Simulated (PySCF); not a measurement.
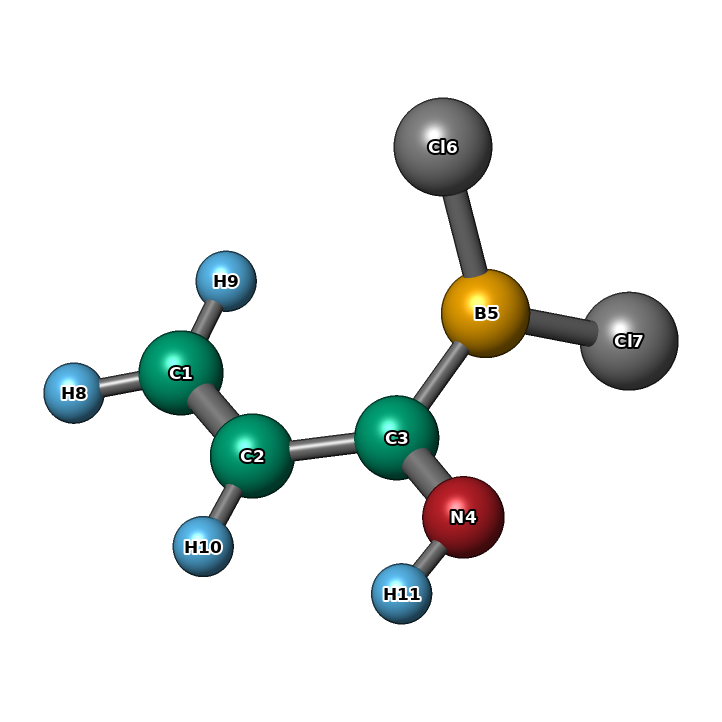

The thickness of each stick grows with its Mayer bond order. Computed geometry: PBE0-D3(BJ)/def2-SVP optimisation. No frequency run is at hand to confirm it as a minimum. Computed with PBE0/def2-TZVP (PySCF 2.14.0).

List the Mayer bond orders of C1–C2, C1–H8, C1–H9, C2–C3, C2–H10, C3–N4, C3–B5, N4–H11, B5–Cl6, B5–Cl7.

```
  bond  Mayer order  length (Å)
 C1–C2         1.88       1.338
 C1–H8         0.95       1.092
 C1–H9         0.95       1.094
 C2–C3         1.05       1.470
C2–H10         0.94       1.098
 C3–N4         1.89       1.282
 C3–B5         0.94       1.581
N4–H11         0.90       1.029
B5–Cl6         1.34       1.749
B5–Cl7         1.40       1.740
```
